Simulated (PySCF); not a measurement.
# C₄H₄FNOS: runs on many settings, part 2 of 2

PySCF 2.14.0. Atoms count from 0.

### 4 Indirect couplings: KT2/pcseg-1

What the job is given:

```
{"job": {"kind": "j", "xc": "KT2", "basis": "pcseg-1", "scf": {"guess": "huckel"}}, "charge": 0, "multiplicity": 1}
F      2.422439    -0.150687     1.269036
C      2.216819    -0.146318    -0.083159
O      1.133950     0.632207    -0.415122
C     -0.099802     0.161783    -0.109199
C     -1.279456     0.826917    -0.315081
C     -2.352107     0.014969     0.093022
N     -2.046696    -1.160153     0.570572
S     -0.433978    -1.394503     0.577110
H      2.091345    -1.199434    -0.382319
H      3.098314     0.309371    -0.546844
H     -1.358733     1.814673    -0.723839
H     -3.390895     0.290490     0.039797
```

Method: KT2/pcseg-1 indirect spin-spin coupling, non-relativistic, gas phase.

Standard output:

```text
final grid: 111872 points
cycle   1  E = -779.4241381988  dE =  9.117e+00  |g| = 7.083e+00  |ddm| = 9.623e+00
cycle   2  E = -741.0791030210  dE =  3.835e+01  |g| = 9.870e+00  |ddm| = 2.531e+01
cycle   3  E = -783.1316374765  dE = -4.205e+01  |g| = 5.193e+00  |ddm| = 3.117e+01
cycle   4  E = -786.4835413756  dE = -3.352e+00  |g| = 3.791e+00  |ddm| = 2.083e+01
cycle   5  E = -790.9621542914  dE = -4.479e+00  |g| = 1.726e+00  |ddm| = 6.359e+00
cycle   6  E = -791.4540233261  dE = -4.919e-01  |g| = 1.273e+00  |ddm| = 3.202e+00
cycle   7  E = -791.7889781079  dE = -3.350e-01  |g| = 4.211e-01  |ddm| = 1.708e+00
cycle   8  E = -791.8230114240  dE = -3.403e-02  |g| = 2.685e-01  |ddm| = 7.874e-01
cycle   9  E = -791.8398776130  dE = -1.687e-02  |g| = 8.158e-02  |ddm| = 3.332e-01
cycle  10  E = -791.8412154874  dE = -1.338e-03  |g| = 2.392e-02  |ddm| = 8.822e-02
cycle  11  E = -791.8413310288  dE = -1.155e-04  |g| = 6.699e-03  |ddm| = 2.527e-02
cycle  12  E = -791.8413447930  dE = -1.376e-05  |g| = 2.685e-03  |ddm| = 1.223e-02
cycle  13  E = -791.8413463924  dE = -1.599e-06  |g| = 1.132e-03  |ddm| = 4.005e-03
cycle  14  E = -791.8413467139  dE = -3.215e-07  |g| = 2.166e-04  |ddm| = 1.367e-03
cycle  15  E = -791.8413467232  dE = -9.339e-09  |g| = 7.278e-05  |ddm| = 2.654e-04
cycle  16  E = -791.8413467241  dE = -9.254e-10  |g| = 2.680e-05  |ddm| = 7.715e-05
converged SCF energy = -791.8413467241

Indirect spin-spin couplings (Hz)
  i      j    bonds     total        FC       PSO       DSO        SD
  0 F    1 C    1   -224.007  -237.774    -0.562     0.985    13.344
  0 F    2 O    2    -36.112   -17.709   -10.265     0.006    -8.145
  0 F    3 C    3     -4.985    -3.971    -0.610     0.088    -0.492
  0 F    4 C    4      2.185     2.238    -0.149    -0.197     0.293
  0 F    5 C    5     -1.067    -0.834     0.135    -0.209    -0.159
  0 F    7 S    4      1.170     1.398     0.062     0.039    -0.329
  0 F    8 H    2     65.163    67.196     2.415    -0.637    -3.811
  0 F    9 H    2     48.429    50.664     2.401    -0.958    -3.679
  0 F   10 H    5     -1.192    -1.046     0.670    -0.863     0.047
  1 C    2 O    1     16.933    14.665     2.443    -0.175         -
  1 C    3 C    2     -2.877    -2.595    -0.310     0.028         -
  1 C    4 C    3      2.344     2.259     0.163    -0.079         -
  1 C    5 C    4     -0.360    -0.281    -0.008    -0.072         -
  1 C    6 N    4      0.195     0.125     0.038     0.034    -0.002
  1 C    7 S    3      1.649     1.645    -0.011     0.015         -
  1 C    8 H    1    170.928   170.192    -0.578     1.315         -
  1 C    9 H    1    172.796   172.177    -0.585     1.204         -
  1 C   10 H    4     -0.439    -0.358     0.221    -0.302         -
  1 C   11 H    5      0.779     0.927     0.169    -0.317         -
  2 O    3 C    1     19.086    16.104     3.183    -0.201         -
  2 O    4 C    2     -8.769    -9.477     0.716    -0.008         -
  2 O    5 C    3     -2.631    -2.833     0.165     0.037         -
  2 O    6 N    3     -0.785     0.075    -1.106    -0.021     0.266
  2 O    8 H    2     -0.408    -0.610     0.141     0.062         -
  2 O    9 H    2    -17.646   -17.867     0.210     0.011         -
  2 O   10 H    3      0.289     0.172     0.160    -0.044         -
  2 O   11 H    4     -0.441    -0.622    -0.007     0.188         -
  3 C    4 C    1     87.424    92.984    -5.909     0.349         -
  3 C    5 C    2      8.935     9.053    -0.190     0.072         -
  3 C    6 N    2     -2.988    -3.214     1.150    -0.014    -0.910
  3 C    7 S    1    -21.602   -15.339    -6.335     0.071         -
  3 C    8 H    3      4.520     4.536    -0.247     0.231         -
  3 C    9 H    3     11.400    11.662     0.233    -0.495         -
  3 C   10 H    2      2.787     3.790    -0.830    -0.173         -
  3 C   11 H    3      6.010     6.262     0.184    -0.436         -
  4 C    5 C    1     61.658    66.114    -4.739     0.284         -
  4 C    6 N    2      3.111     2.555     0.327     0.004     0.225
  4 C    7 S    2      4.151     4.563    -0.410    -0.001         -
  4 C    8 H    4     -0.288    -0.171     0.159    -0.275         -
  4 C   10 H    1    164.425   163.256     0.128     1.041         -
  4 C   11 H    2     12.213    12.983    -0.448    -0.322         -
  5 C    6 N    1     -3.689    -8.251     5.591    -0.108    -0.920
  5 C    7 S    2     -2.619    -1.911    -0.700    -0.008         -
  5 C    8 H    5     -0.301    -0.107     0.065    -0.258         -
  5 C    9 H    5      0.328     0.479     0.172    -0.323         -
  5 C   10 H    2      3.900     4.760    -0.561    -0.299         -
  5 C   11 H    1    177.481   176.744    -0.311     1.048         -
  6 N    7 S    1     20.055    16.584     3.679    -0.021    -0.187
  6 N    8 H    5     -0.191    -0.341     0.039     0.122    -0.010
  6 N    9 H    5      0.199     0.072    -0.040     0.156     0.011
  6 N   10 H    3     -0.605    -0.754    -0.092     0.224     0.016
  6 N   11 H    2    -13.689   -14.696     0.871     0.124     0.012
  7 S    8 H    4     -0.242    -0.522     0.157     0.123         -
  7 S    9 H    4     -0.317    -0.230     0.011    -0.098         -
  7 S   10 H    3      1.227     1.452    -0.078    -0.148         -
  7 S   11 H    3      4.760     5.047    -0.119    -0.168         -
  8 H    9 H    2     -2.656    -2.357     1.651    -1.951         -
  8 H   10 H    5     -0.497    -0.030     0.816    -1.282         -
  8 H   11 H    6     -0.547    -0.000     0.634    -1.181         -
  9 H   10 H    5     -0.267     0.026     0.627    -0.921         -
 10 H   11 H    3      0.583     0.803     0.538    -0.759         -
```

It took 24 s on 1 thread of Arm Neoverse V1, shared host; peak memory 0.51 GiB.

The basis is not made for couplings: without tight functions at the nuclei these values are rough.

Beyond four bonds or across contacts, the largest of 1 Hz or more: F0–H10 -1.2 Hz, F0–C5 -1.1 Hz.

A choice of the couplings up to four bonds, sorted by the number of bonds, with means over like pairs; isotopes 13C, 19F, 1H, 15N, 17O, 33S:

```csv
pair,bonds,J (Hz),Fermi contact (Hz),dihedral (°)
F0–C1,1,-224.0,-237.8,–
C5–H11,1,177.5,176.7,–
C1–H8,1,171.9,171.2,–
C4–H10,1,164.4,163.3,–
C3–C4,1,87.4,93.0,–
C4–C5,1,61.7,66.1,–
C3–S7,1,-21.6,-15.3,–
N6–S7,1,20.1,16.6,–
O2–C3,1,19.1,16.1,–
F0–H8,2,56.8,58.9,–
F0–O2,2,-36.1,-17.7,–
N6–H11,2,-13.7,-14.7,–
C4–H11,2,12.2,13.0,–
O2–H8,2,-9.0,-9.2,–
C3–C5,2,8.9,9.1,–
O2–C4,2,-8.8,-9.5,–
C4–S7,2,4.2,4.6,–
C5–H10,2,3.9,4.8,–
C3–H8,3,8.0,8.1,–
C3–H11,3,6.0,6.3,-180
F0–C3,3,-5.0,-4.0,-72
S7–H11,3,4.8,5.0,-180
O2–C5,3,-2.6,-2.8,179
C1–C4,3,2.3,2.3,177
C1–S7,3,1.6,1.6,-4
S7–H10,3,1.2,1.5,180
F0–C4,4,2.2,2.2,–
F0–S7,4,1.2,1.4,–
```

Means hide unlike values in this fixed geometry: O2–H8 from -17.6 to -0.4 Hz; C3–H8 from 4.5 to 11.4 Hz. They hold only if the pairs exchange fast.

The spin-dipole term was solved for some atoms only; pairs without it lack that part.

The response was solved for the nuclei of C, F, H, N alone, so couplings that need other nuclei can be missing.

Quadrupole couplings from the field gradients of the same density:

```
atom  isotope  eQq/h (MHz)     η
  S7      33S        -32.9  0.70
  O2      17O        -10.9  0.67
  N6      14N       -3.766  0.81
```

Shifts (PBE0/pcSseg-1, scaled to CDCl3) and these couplings together give the proton spectrum at 300 MHz below.

1H NMR δ 7.91 (s, 1H), 6.54 (d, J = 1.2 Hz, 1H), 5.78 (d, J = 56.8 Hz, 2H). The letters are first-order; like nuclei with unlike couplings give more lines.

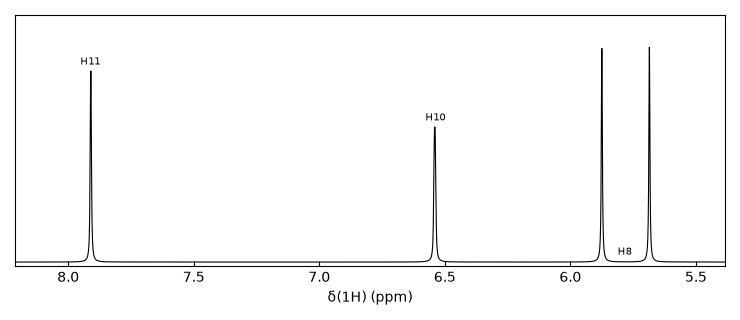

Simulated proton spectrum at 300 MHz, by exact diagonalisation of each spin system; lines 1.2 Hz wide, exchangeable protons uncoupled.

### 5 Excited states and response: wB97X-D/pcSseg-0 in dichloromethane

The job, as its differences from that of step 4:

```diff
@@ -1,2 +1,2 @@
-{"job": {"kind": "j", "xc": "KT2", "basis": "pcseg-1", "scf": {"guess": "huckel"}}, "charge": 0, "multiplicity": 1}
+{"job": {"kind": "uv", "xc": "wB97X-D", "basis": "pcSseg-0", "solvent": "dichloromethane", "nstates": 3, "ntriplets": 0, "tda": false}, "charge": 0, "multiplicity": 1}
 F      2.422439    -0.150687     1.269036
```

Method: TDDFT wB97X-D/pcSseg-0, vertical, IEF-PCM dichloromethane (non-equilibrium linear response), core orbitals frozen in the response.

Standard output:

```text
coarse grid: 11688 points
cycle   1  E = -781.1949785778  dE =  1.863e+00  |g| = 7.388e-01  |ddm| = 3.999e+00
cycle   2  E = -781.2089526990  dE = -1.397e-02  |g| = 8.030e-01  |ddm| = 1.710e+00
cycle   3  E = -781.3252103427  dE = -1.163e-01  |g| = 6.051e-02  |ddm| = 7.126e-01
cycle   4  E = -781.3257680691  dE = -5.577e-04  |g| = 4.781e-02  |ddm| = 1.093e-01
cycle   5  E = -781.3262567001  dE = -4.886e-04  |g| = 8.458e-03  |ddm| = 6.219e-02
cycle   6  E = -781.3262788559  dE = -2.216e-05  |g| = 3.004e-03  |ddm| = 1.290e-02
cycle   7  E = -781.3262825944  dE = -3.739e-06  |g| = 1.089e-03  |ddm| = 6.918e-03
final grid: 111872 points
cycle   8  E = -781.3031257774  dE = -8.717e-05  |g| = 7.214e-03  |ddm| = 3.525e-02
cycle   9  E = -781.3031289155  dE = -3.138e-06  |g| = 7.377e-03  |ddm| = 1.269e-02
cycle  10  E = -781.3031369897  dE = -8.074e-06  |g| = 6.080e-04  |ddm| = 5.447e-03
cycle  11  E = -781.3031371577  dE = -1.680e-07  |g| = 4.520e-04  |ddm| = 1.885e-03
cycle  12  E = -781.3031372131  dE = -5.538e-08  |g| = 7.737e-05  |ddm| = 7.090e-04
cycle  13  E = -781.3031372172  dE = -4.065e-09  |g| = 4.060e-05  |ddm| = 2.346e-04
cycle  14  E = -781.3031372181  dE = -9.743e-10  |g| = 1.695e-05  |ddm| = 1.121e-04
converged SCF energy = -781.3031372181

Static polarisability (au): isotropic 67.916, principal 36.536 73.166 94.046

Singlet excitations
state   eV       nm        f      main configurations
  1   5.7629    215.1   0.00978   H-2->L 0.93
  2   6.0584    204.6   0.16975   H->L 0.91
  3   6.4281    192.9   0.08722   H-1->L 0.83
```

Wall time 8 s (1 thread of Arm Neoverse V1, shared host); peak memory 0.53 GiB.

Key values: HOMO -9.43 eV, LUMO 0.79 eV; lowest singlet 5.76 eV.

### 6 Shielding tensors: KT2/pcSseg-1

The job, as its differences from that of step 5:

```diff
@@ -1,2 +1,2 @@
-{"job": {"kind": "uv", "xc": "wB97X-D", "basis": "pcSseg-0", "solvent": "dichloromethane", "nstates": 3, "ntriplets": 0, "tda": false}, "charge": 0, "multiplicity": 1}
+{"job": {"kind": "nmr", "xc": "KT2", "basis": "pcSseg-1", "pop": true, "scf": {"conv": 1e-08}}, "charge": 0, "multiplicity": 1}
 F      2.422439    -0.150687     1.269036
```

With the program's defaults for keys left out, this is: GIAO KT2/pcSseg-1 NMR shielding, non-relativistic, gas phase.

Standard output:

```text
final grid: 111872 points
cycle   1  E = -791.7518935947  dE =  1.481e+00  |g| = 8.670e-01  |ddm| = 3.470e+00
cycle   2  E = -791.3526787883  dE =  3.992e-01  |g| = 1.642e+00  |ddm| = 1.892e+00
cycle   3  E = -791.8613710052  dE = -5.087e-01  |g| = 3.116e-01  |ddm| = 1.501e+00
cycle   4  E = -791.8813552157  dE = -1.998e-02  |g| = 1.491e-01  |ddm| = 4.233e-01
cycle   5  E = -791.8862975430  dE = -4.942e-03  |g| = 4.530e-02  |ddm| = 1.823e-01
cycle   6  E = -791.8867678174  dE = -4.703e-04  |g| = 2.073e-02  |ddm| = 6.730e-02
cycle   7  E = -791.8868740639  dE = -1.062e-04  |g| = 4.958e-03  |ddm| = 2.211e-02
cycle   8  E = -791.8868795633  dE = -5.499e-06  |g| = 1.657e-03  |ddm| = 5.639e-03
cycle   9  E = -791.8868801246  dE = -5.613e-07  |g| = 3.898e-04  |ddm| = 1.551e-03
cycle  10  E = -791.8868801497  dE = -2.513e-08  |g| = 1.185e-04  |ddm| = 3.567e-04
cycle  11  E = -791.8868801507  dE = -9.964e-10  |g| = 9.715e-05  |ddm| = 1.645e-04
converged SCF energy = -791.8868801507

GIAO shielding tensors (ppm)
atom      isotropic    diamagn.    paramagn.     s11        s22        s33       span
  0 F      324.095     474.420    -150.325    200.916    340.228    431.141    230.225
  1 C       78.862     241.010    -162.149     57.633     77.538    101.415     43.782
  2 O      150.156     397.284    -247.128     51.955    121.723    276.792    224.836
  3 C        4.219     259.995    -255.775    -56.827      5.403     64.082    120.909
  4 C       83.692     252.452    -168.760     27.068     72.496    151.513    124.444
  5 C       38.324     252.960    -214.636    -36.178     32.071    119.081    155.259
  6 N      -14.993     331.130    -346.123   -221.429    -37.184    213.635    435.064
  7 S      207.333    1060.095    -852.762     51.907    245.161    324.932    273.024
  8 H       25.580      28.837      -3.257     23.155     25.130     28.454      5.299
  9 H       25.316      26.872      -1.555     20.948     25.238     29.762      8.814
 10 H       24.961      31.821      -6.860     22.417     24.394     28.073      5.656
 11 H       23.561      28.677      -5.116     20.394     24.243     26.046      5.652
```

Run time: 25 s. Hardware: 1 thread of Arm Neoverse V1, shared host; peak memory 0.64 GiB.

Key values: δ C3 181.4, C5 147.3, C1 106.7, C4 101.9, H11 8.06, H10 6.66 ppm.

### 7 Comparing the runs: NMR shifts

Shifts (ppm) of some atoms, chosen among heavy atoms and hydrogens apart, with basis size and wall time:

```
          run     C3     C5   H11   H10      F0     O2     N6  functions  time
PBE0/pcSseg-1  193.9  159.8  8.28  6.82  -173.7  172.7  306.2        163  18 s
 KT2/pcSseg-1  181.4  147.3  8.06  6.66  -192.7  182.2  281.5        163  25 s
```

### 8 Run by run: electronic excitations

Excitations and ground-state properties, with basis size and wall time:

```
                                run  lowest singlet (eV)  brightest (eV)      f  gap (eV)  α (Å³)  μ (D)  functions  time
                     PBE0/def2-SVPD                 5.67            6.00  0.082      6.48   10.96   2.61        205  29 s
wB97X-D/pcSseg-0 in dichloromethane                 5.76            6.06  0.170     10.21   10.06   3.68         84   8 s
```

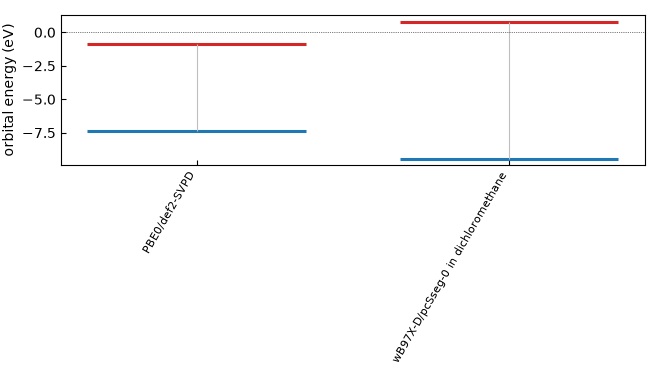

HOMO (blue) and LUMO (red) run by run.

### 9 Results

The summary covers parts 1 to 2.

```
                                                              quantity                           value
                                13C shifts against TMS (PBE0/pcSseg-1)  193.9, 159.8, 110.7, 105.4 ppm
1H shifts against TMS (PBE0/pcSseg-1, means over atoms taken as alike)            8.28, 6.82, 6.02 ppm
                              19F shifts against CFCl3 (PBE0/pcSseg-1)                      -173.7 ppm
                                17O shifts against H2O (PBE0/pcSseg-1)                       172.7 ppm
                                15N shifts against NH3 (PBE0/pcSseg-1)                       306.2 ppm
                                33S shifts against CS2 (PBE0/pcSseg-1)                         334 ppm
                                       lowest singlet (PBE0/def2-SVPD)     5.67 eV (219 nm), f = 0.064
                              brightest single state of those computed     state 4, 6.00 eV, f = 0.082
                                                        lowest triplet                         3.91 eV
                           largest coupling of the table (KT2/pcseg-1)        1J(F,C) F0–C1, -224.0 Hz
                                              range of the shift of N6              281.5 to 306.2 ppm
                                           range of the lowest singlet                 5.67 to 5.76 eV
```

Single values in the summary come from the first sound run of each kind (PBE0/pcSseg-1; PBE0/def2-SVPD; KT2/pcseg-1), which need not be the best level. At PBE0/pcSseg-1: The largest span, 493 ppm, is at N6, where the paramagnetic term is -370 ppm. NICS(1)zz of -26 ppm above the planar ring from C3 marks a diatropic (aromatic) ring current. The lowest singlet, at 5.67 eV, is HOMO→LUMO 0.66, HOMO→LUMO+1 0.18 and is bright; of the 6 states computed, the strongest absorption comes from state 4 at 6.00 eV. The lowest triplet lies 1.76 eV below the lowest singlet (triplets in Tamm-Dancoff, singlets in full TDDFT). Of the pairs tabulated at KT2/pcseg-1, F0–C1 couples most strongly (-224.0 Hz; Fermi contact -237.8 Hz). Couplings across rotatable bonds belong to this one conformer; where others are populated, the observed values are averages. Among the atoms with a shift in every run: In ppm, N6 moves most: its shift spreads over 24.7 ppm, from 281.5 (KT2/pcSseg-1) to 306.2 (PBE0/pcSseg-1). The lowest singlet runs from 5.67 eV (PBE0/def2-SVPD) to 5.76 eV (wB97X-D/pcSseg-0 in dichloromethane), while the orbital gap spans 6.48 to 10.21 eV. The lowest state need not be the same one in every run. The runs solved for a few states only, so the brightest column depends on that window. Couplings from bases without tight functions are rough.
